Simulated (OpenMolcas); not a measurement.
## Single-point calculation, with input and output: InClF2 (part 2 of 4)

InClF2, SMILES [F][In]([F])[Cl]; CISD/ANO-R0, RHF, sfX2C (OpenMolcas 26.06). The atoms were displaced at random from an optimised geometry.

Geometry of the input (Å):
```
F  0.6047  0.6519  1.7443
In 0.0277  -0.0395  0.0353
F  0.8373  -1.7333  -0.4856
Cl -1.4106  1.0916  -1.2934
```

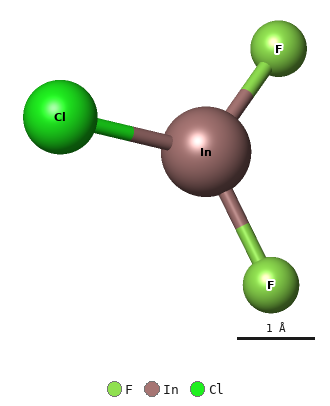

*The structure (ball-and-stick view, seen at a tilt). Sticks mark near contacts.*

## The program's output, continued
```
      Cartesian coordinates in angstrom:
      -----------------------------------------------------
      No.  Label        X            Y            Z
      -----------------------------------------------------
       1   F1         0.60467100   0.65188100   1.74429900
       2   F3         0.83734100  -1.73332000  -0.48563200
       3   IN2        0.02765200  -0.03946700   0.03530100
       4   CL4       -1.41055400   1.09160200  -1.29337400
      -----------------------------------------------------
      Nuclear repulsion energy =  492.55424685

      Orbital specifications:
      -----------------------

      Symmetry species:              1
      Number of basis functions:    46
      Frozen orbitals:              25
      Deleted orbitals:              0
      Number of orbitals used:      21

       SYMMETRY  BASIS FUNCTIONS       ORBITALS      INTEGRALS   CPU(SEC)  I/O(SEC)
        1 1 1 1   46  46  46  46    21  21  21  21       26796       0.00      0.00

       TOTAL CPU TIME(SEC)    0.03TOTAL I/O TIME(SEC)    0.04

--- Stop Module: motra /rc=_RC_ALL_IS_WELL_ ---

--- Start Module: guga ---

                                               &GUGA

                       available to each process: 1.9 GB of memory, 1 thread

      ************************************************************************************************************************
      *                                                        Title:                                                        *
      *                                                 (No title was given)                                                 *
      ************************************************************************************************************************

      ALL SINGLE AND DOUBLE REPLACEMENTS

      NUMBER OF ELECTRONS IN CI        34
      TOTAL SPIN QUANTUM NUMBER      0.00

              ORBITALS PER SYMMETRY
                  1
      INACTIVE   17
      ACTIVE      0
      VALENCE     0
      CORE        0
      ONEOCC      0
  Number of vertices                  107                   99

      INTERNAL CONFIGURATIONS (FORMAL)

      NUMBER OF VALENCE STATES               1
      NUMBER OF DOUBLET COUPLED SINGLES     17
      NUMBER OF TRIPLET COUPLED DOUBLES    136
      NUMBER OF SINGLET COUPLED DOUBLES    153

      ONE CLOSED SHELL REFERENCE STATE
      WAVE-FUNCTION SYMMETRY LABEL:  1

      INTERNAL CONFIGURATIONS (REAL)

      NUMBER OF VALENCE STATES               1
      NUMBER OF DOUBLET COUPLED SINGLES     17
      NUMBER OF TRIPLET COUPLED DOUBLES    136
      NUMBER OF SINGLET COUPLED DOUBLES    153

      COEFFICIENTS FOR DIAG     5527
      TIME FOR DIAG                0

      COEFFICIENTS FOR ABCI      595
      MAXIMUM NUMBER OF ELEMENTS    33
      TIME FOR ABCI                0

      COEFFICIENTS FOR IJKL   195602
      TIME FOR IJKL                0

      COEFFICIENTS FOR AIBJ    15351
      DIFFERENT TYPES      136      153     4624     5202     2176     2448      306
      TIME FOR AIBJ                0

      COEFFICIENTS FOR AIJK    32419
      TIME FOR AIJK                0

      COEFFICIENTS FOR IJ       4794

      COEFFICIENTS FOR AI        612
      TIME FOR ONEEL               0
--- Stop Module: guga /rc=_RC_ALL_IS_WELL_ ---

--- Start Module: cpf ---

                                                &CPF

                       available to each process: 1.9 GB of memory, 1 thread

      ************************************************************************************************************************
      *                                                        Title:                                                        *
      *                                                ( No title was given )                                                *
      ************************************************************************************************************************

      Cartesian coordinates in angstrom:
      -----------------------------------------------------
      No.  Label        X            Y            Z
      -----------------------------------------------------
       1   F1         0.60467100   0.65188100   1.74429900
       2   F3         0.83734100  -1.73332000  -0.48563200
       3   IN2        0.02765200  -0.03946700   0.03530100
       4   CL4       -1.41055400   1.09160200  -1.29337400
      -----------------------------------------------------
      Nuclear repulsion energy =  492.55424685

      This is an  S D C I  calculation

      ONE-ELECTRON BASIS:
      ----------------------------

      Symmetry species                                   1

      Orbitals pre-frozen in MOTRA              25      25
      Orbitals used by this program             21      21
      Pre-deleted in MOTRA                       0       0
      Sum: No. of basis functions               46      46

      ORBITAL SPECIFICATION:
      -------------------------------

      Orbitals frozen here                       0       0
      Inactive orbitals                         17      17
      Active orbitals                            0       0
      Additional valence orbitals                0       0
      Virtual orbitals                           4       4
      Orbitals deleted here                      0       0
      Sum: Total no. of orbitals                21      21

      WAVE FUNCTION SPECIFICATION:
      ----------------------------

      Number of electrons in CI                 34
      Internal orbitals in CI                   17
      External orbitals in CI                    4
      Number of irreps                           1
      Spin quantum number                      0.0
      State symmetry                             1

      REFERENCE STATE:
      ------------------------------

      Number of reference states                 1
      One closed shell reference state

      OPTIONS:
      --------

      Print parameter                            5
      Pulay diagonalization
      First order interacting space

      INTERNAL CONFIGURATIONS

      NUMBER OF VALENCE STATES               1
      NUMBER OF DOUBLET COUPLED SINGLES     17
      NUMBER OF TRIPLET COUPLED DOUBLES    136
      NUMBER OF SINGLET COUPLED DOUBLES    153

      FULL-SPACE CONFIGURATIONS (FORMAL)

      NUMBER OF VALENCE STATES               1
      NUMBER OF DOUBLET COUPLED SINGLES     68
      NUMBER OF TRIPLET COUPLED DOUBLES    816
      NUMBER OF SINGLET COUPLED DOUBLES   1530

      FULL-SPACE CONFIGURATIONS (REAL)

      NUMBER OF VALENCE STATES               1
      NUMBER OF DOUBLET COUPLED SINGLES     68
      NUMBER OF TRIPLET COUPLED DOUBLES    816
      NUMBER OF SINGLET COUPLED DOUBLES   1530

      FORMAL NUMBER OF CONFIGURATIONS    2415
        REAL NUMBER OF CONFIGURATIONS    2415
  NUMBER OF TWO-ELECTRON INTEGRALS:                26796

      STATISTICS FOR INTEGRALS, FIRST ENTRY 10**3-10**4

               0         0         0         0       291
            1694      5491      7988      7424      3298
             536        68         6         0         0
               0         0         0         0         0

      REFERENCE ENERGY    -6538.03600170
  ITER      TOTAL ENERGY          CORR ENERGY           DECREASE
   1       -6538.03600170           0.00000000       -6538.03600170
   2       -6538.12487312          -0.08887142          -0.08887142
   3       -6538.14010697          -0.10410527          -0.01523385
   4       -6538.14420498          -0.10820328          -0.00409801
   5       -6538.14560049          -0.10959879          -0.00139551
   6       -6538.14610805          -0.11010635          -0.00050756
   7       -6538.14642225          -0.11042055          -0.00031420
   8       -6538.14643250          -0.11043080          -0.00001025
   9       -6538.14643565          -0.11043395          -0.00000315
  10       -6538.14643700          -0.11043530          -0.00000135
  11       -6538.14643763          -0.11043592          -0.00000063

     CALCULATION CONVERGED

     FINAL CI ENERGY         -6538.14643763
     FINAL CORRELATION ENERGY   -0.11043592  REFERENCE ENERGY   -6538.03600170
     DAVIDSON CORR. ENERGY   -6538.16087159
     DAVIDSON CORRECTION        -0.01443396  C0 =     0.940430
     SUM OF SQUARED CPX(BAR)    0.1156

     FIRST ORDER RELATIVISTIC CORRECTIONS
     MASS-VELOCITY               0.00000000
     1-EL DARWIN CONTACT         0.00000000
     TOTAL REL. CORRECTION       0.00000000
     REL. CI ENERGY          -6538.14643763
     REL. CI+Q ENERGY        -6538.16087159

      PRINTOUT OF CI-COEFFICIENTS LARGER THAN      0.05

      CONFIGURATION      1   COEFFICIENT  0.940430   REFERENCE

      ORBITALS       0  0  1  2  3  4  5  6  7  8  9 10 11 12 13 14 15 16 17
      OCCUPATION     0  0  2  2  2  2  2  2  2  2  2  2  2  2  2  2  2  2  2
      SPIN-COUPLING  0  0  3  3  3  3  3  3  3  3  3  3  3  3  3  3  3  3  3
      SYMMETRY       0  0  1  1  1  1  1  1  1  1  1  1  1  1  1  1  1  1  1

      CONFIGURATION     35   COEFFICIENT -0.076584   DOUBLET

      ORBITALS       0 19  1  2  3  4  5  6  7  8  9 10 11 12 13 14 15 16 17
      OCCUPATION     0  1  2  2  2  2  2  2  2  2  1  2  2  2  2  2  2  2  2
      SPIN-COUPLING  0  1  3  3  3  3  3  3  3  3  2  3  3  3  3  3  3  3  3
      SYMMETRY       0  1  1  1  1  1  1  1  1  1  1  1  1  1  1  1  1  1  1

      CONFIGURATION     42   COEFFICIENT  0.118765   DOUBLET

      ORBITALS       0 18  1  2  3  4  5  6  7  8  9 10 11 12 13 14 15 16 17
      OCCUPATION     0  1  2  2  2  2  2  2  2  2  2  2  1  2  2  2  2  2  2
      SPIN-COUPLING  0  1  3  3  3  3  3  3  3  3  3  3  2  3  3  3  3  3  3
      SYMMETRY       0  1  1  1  1  1  1  1  1  1  1  1  1  1  1  1  1  1  1

      CONFIGURATION   1361   COEFFICIENT -0.065415   TRIPLET

      ORBITALS      18 19  1  2  3  4  5  6  7  8  9 10 11 12 13 14 15 16 17
      OCCUPATION     1  1  2  2  2  2  2  2  2  2  2  2  2  2  1  2  2  2  1
      SPIN-COUPLING  1  2  3  3  3  3  3  3  3  3  3  3  3  3  2  3  3  3  2
      SYMMETRY       1  1  1  1  1  1  1  1  1  1  1  1  1  1  1  1  1  1  1

      CONFIGURATION   1401   COEFFICIENT -0.051780   TRIPLET

      ORBITALS      18 19  1  2  3  4  5  6  7  8  9 10 11 12 13 14 15 16 17
      OCCUPATION     1  1  2  2  2  2  2  2  2  2  2  2  2  2  2  2  1  1  2
      SPIN-COUPLING  1  2  3  3  3  3  3  3  3  3  3  3  3  3  3  3  2  2  3
      SYMMETRY       1  1  1  1  1  1  1  1  1  1  1  1  1  1  1  1  1  1  1

      CONFIGURATION   2897   COEFFICIENT  0.060438   SINGLET

      ORBITALS      19 21  1  2  3  4  5  6  7  8  9 10 11 12 13 14 15 16 17
      OCCUPATION     1  1  2  2  2  2  2  2  2  2  2  2  2  2  2  1  2  2  1
      SPIN-COUPLING  1  2  3  3  3  3  3  3  3  3  3  3  3  3  3  1  3  3  2
      SYMMETRY       1  1  1  1  1  1  1  1  1  1  1  1  1  1  1  1  1  1  1

      CONFIGURATION   2932   COEFFICIENT -0.053229   SINGLET

      ORBITALS       0 19  1  2  3  4  5  6  7  8  9 10 11 12 13 14 15 16 17
      OCCUPATION     0  2  2  2  2  2  2  2  2  2  2  2  2  2  2  2  2  0  2
      SPIN-COUPLING  0  3  3  3  3  3  3  3  3  3  3  3  3  3  3  3  3  0  3
      SYMMETRY       0  1  1  1  1  1  1  1  1  1  1  1  1  1  1  1  1  1  1

      CONFIGURATION   2944   COEFFICIENT -0.070463   SINGLET

      ORBITALS      19 20  1  2  3  4  5  6  7  8  9 10 11 12 13 14 15 16 17
      OCCUPATION     1  1  2  2  2  2  2  2  2  2  2  2  2  2  2  2  2  1  1
      SPIN-COUPLING  1  2  3  3  3  3  3  3  3  3  3  3  3  3  3  3  3  1  2
      SYMMETRY       1  1  1  1  1  1  1  1  1  1  1  1  1  1  1  1  1  1  1

      CONFIGURATION   2952   COEFFICIENT -0.051542   SINGLET

      ORBITALS       0 21  1  2  3  4  5  6  7  8  9 10 11 12 13 14 15 16 17
      OCCUPATION     0  2  2  2  2  2  2  2  2  2  2  2  2  2  2  2  2  1  1
      SPIN-COUPLING  0  3  3  3  3  3  3  3  3  3  3  3  3  3  3  3  3  1  2
      SYMMETRY       0  1  1  1  1  1  1  1  1  1  1  1  1  1  1  1  1  1  1

++    Molecular orbitals:
      -------------------

      Title:  SDCI natural orbitals

      Molecular orbitals for symmetry species 1: a

          Orbital            1         2         3         4         5         6         7         8         9        10
          Occ. No.          2.0000    2.0000    2.0000    2.0000    2.0000    2.0000    2.0000    2.0000    2.0000    2.0000

        1 F1     1s         0.0000   -0.0000    0.0000    0.0000    0.0000    0.0000   -0.0000   -0.0000   -0.0001   -0.0001
        2 F1     2s         0.0000   -0.0000    0.0000    0.0000    0.0000    0.0000   -0.0000   -0.0000   -0.0000   -0.0000
        3 F1     2px       -0.0000    0.0000    0.0000    0.0000   -0.0000    0.0000    0.0000   -0.0000   -0.0000    0.0000
        4 F1     2py       -0.0000    0.0000    0.0000   -0.0000    0.0000   -0.0000    0.0000   -0.0000    0.0000   -0.0000
        5 F1     2pz       -0.0000    0.0000   -0.0000   -0.0000   -0.0000    0.0000    0.0000    0.0000    0.0000    0.0000
        6 F3     1s         0.0000   -0.0000    0.0000    0.0000   -0.0000    0.0000   -0.0000   -0.0000   -0.0001    0.0001
        7 F3     2s         0.0000   -0.0000    0.0000    0.0000   -0.0000    0.0000   -0.0000   -0.0000   -0.0000    0.0000
        8 F3     2px       -0.0000    0.0000    0.0000   -0.0000    0.0000    0.0000    0.0000   -0.0000   -0.0000   -0.0000
        9 F3     2py        0.0000   -0.0000    0.0000    0.0000   -0.0000    0.0000   -0.0000   -0.0000   -0.0000    0.0000
       10 F3     2pz        0.0000   -0.0000   -0.0000    0.0000    0.0000    0.0000   -0.0000    0.0000   -0.0000   -0.0000
       11 IN2    1s         0.9872    0.1591    0.0000    0.0000    0.0000    0.0000    0.0134    0.0000    0.0000    0.0000
       12 IN2    2s        -0.1590    0.9727    0.0000    0.0001    0.0000    0.0000    0.1691    0.0000    0.0001    0.0000
       13 IN2    3s         0.0139   -0.1685   -0.0000   -0.0000   -0.0000    0.0000    0.9810    0.0001    0.0007    0.0000
       14 IN2    4s        -0.0009    0.0138    0.0000    0.0000    0.0000    0.0000   -0.0940   -0.0000   -0.0001   -0.0000
       15 IN2    5s        -0.0000    0.0000   -0.0000    0.0000    0.0000    0.0000    0.0000    0.0000   -0.0000   -0.0000
       16 IN2    2px       -0.0000   -0.0001    0.7587    0.6503   -0.0320   -0.0000   -0.0000    0.0159    0.0136   -0.0011
       17 IN2    3px        0.0000   -0.0000   -0.0159   -0.0137    0.0007   -0.0000   -0.0005    0.7583    0.6493   -0.0525
       18 IN2    4px       -0.0000    0.0000    0.0003    0.0003   -0.0000   -0.0000   -0.0000   -0.0118   -0.0101    0.0008
       19 IN2    5px       -0.0000    0.0000   -0.0000   -0.0000    0.0000   -0.0000    0.0000    0.0000    0.0000   -0.0000
       20 IN2    2py        0.0000    0.0000    0.4824   -0.5284    0.6983    0.0000    0.0000    0.0101   -0.0106    0.0150
       21 IN2    3py       -0.0000    0.0000   -0.0101    0.0111   -0.0147    0.0000    0.0003    0.4826   -0.5059    0.7145
       22 IN2    4py        0.0000   -0.0000    0.0002   -0.0002    0.0003    0.0000    0.0000   -0.0075    0.0079   -0.0111
       23 IN2    5py        0.0000    0.0000   -0.0000    0.0000   -0.0000    0.0000   -0.0000    0.0000   -0.0000    0.0000
       24 IN2    2pz       -0.0000   -0.0001   -0.4373    0.5454    0.7148   -0.0000   -0.0000   -0.0092    0.0119    0.0146
       25 IN2    3pz        0.0000   -0.0000    0.0092   -0.0115   -0.0150   -0.0000   -0.0004   -0.4375    0.5673    0.6972
       26 IN2    4pz       -0.0000    0.0000   -0.0002    0.0002    0.0003   -0.0000   -0.0000    0.0068   -0.0088   -0.0109
       27 IN2    5pz       -0.0000    0.0000    0.0000   -0.0000   -0.0000   -0.0000    0.0000   -0.0000    0.0000    0.0000
       28 IN2    3d2-       0.0000    0.0000   -0.0000    0.0000   -0.0000   -0.0000    0.0001   -0.0000    0.0002   -0.0002
       29 IN2    4d2-       0.0000   -0.0000    0.0000   -0.0000    0.0000   -0.0000    0.0000    0.0000    0.0000   -0.0000
       30 IN2    3d1-      -0.0000   -0.0000   -0.0000    0.0000   -0.0000   -0.0000   -0.0001   -0.0002    0.0002   -0.0000
       31 IN2    4d1-      -0.0000    0.0000    0.0000   -0.0000    0.0000   -0.0000   -0.0000   -0.0000    0.0000   -0.0000
       32 IN2    3d0       -0.0000   -0.0000    0.0000    0.0000   -0.0000    0.0000   -0.0000    0.0002    0.0000   -0.0002
       33 IN2    4d0       -0.0000    0.0000   -0.0000   -0.0000    0.0000    0.0000   -0.0000    0.0000   -0.0000   -0.0000
       34 IN2    3d1+      -0.0000   -0.0000   -0.0000   -0.0000   -0.0000    0.0000   -0.0001   -0.0000   -0.0003   -0.0002
       35 IN2    4d1+      -0.0000    0.0000    0.0000    0.0000    0.0000    0.0000   -0.0000   -0.0000   -0.0000   -0.0000
       36 IN2    3d2+       0.0000    0.0000   -0.0000   -0.0000   -0.0000    0.0000    0.0001   -0.0003   -0.0001   -0.0001
       37 IN2    4d2+       0.0000   -0.0000    0.0000    0.0000    0.0000    0.0000    0.0000   -0.0000    0.0000   -0.0000
       38 CL4    1s        -0.0000    0.0000    0.0000   -0.0000   -0.0000    0.9987    0.0000   -0.0000    0.0000    0.0000
       39 CL4    2s        -0.0000    0.0000    0.0000   -0.0000   -0.0000   -0.0517    0.0000   -0.0000    0.0000    0.0000
       40 CL4    3s        -0.0000    0.0000    0.0000   -0.0000   -0.0000   -0.0000    0.0000   -0.0000    0.0000    0.0000
       41 CL4    2px        0.0000   -0.0000    0.0000   -0.0000   -0.0000    0.0001   -0.0000   -0.0000    0.0000    0.0000
       42 CL4    3px        0.0000   -0.0000    0.0000   -0.0000   -0.0000   -0.0000   -0.0000   -0.0000    0.0000    0.0000
       43 CL4    2py       -0.0000    0.0000    0.0000    0.0000    0.0000   -0.0000    0.0000   -0.0000   -0.0000   -0.0000
       44 CL4    3py       -0.0000    0.0000    0.0000    0.0000    0.0000    0.0000    0.0000   -0.0000   -0.0000   -0.0000
       45 CL4    2pz        0.0000   -0.0000   -0.0000   -0.0000    0.0000    0.0000   -0.0000    0.0000    0.0000   -0.0000
       46 CL4    3pz        0.0000   -0.0000   -0.0000   -0.0000    0.0000   -0.0000   -0.0000    0.0000    0.0000   -0.0000

          Orbital           11        12        13        14        15        16        17        18        19        20
          Occ. No.          2.0000    2.0000    2.0000    2.0000    2.0000    2.0000    2.0000    2.0000    2.0000    2.0000
```
